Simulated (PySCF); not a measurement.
Molecule: Mg(OMe)2, SMILES C[O][Mg][O]C (C₂H₆MgO₂). Atoms near the plane z = 0.8 Å, at the PBE0/def2-SVP optimised geometry (x, y, z in Å): Mg1 (0.0, 0.2, 0.0), O2 (1.8, 0.2, 0.0), C3 (3.1, 0.2, 0.0), H5 (3.5, 0.9, 0.8), H6 (3.6, -0.8, 0.2), O7 (-1.8, 0.2, 0.0), C8 (-3.1, 0.2, 0.0), H10 (-3.5, -0.9, -0.1), H11 (-3.6, 0.6, 0.9).

Level of theory: PySCF with PBE0/def2-TZVP. The values are rescaled to run from 0 to 1.

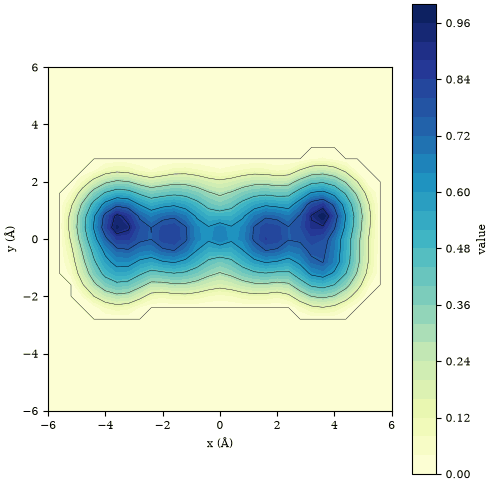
a field on the plane z = 0.8 Å.

Q: Which quantity is mapped?
A. electrostatic potential
B. Laplacian of the electron density
C. log10 of the electron density
D. electron localisation function

A: C, log10 of the electron density. In full: log10 of the electron density (e/bohr³), floored at −4.
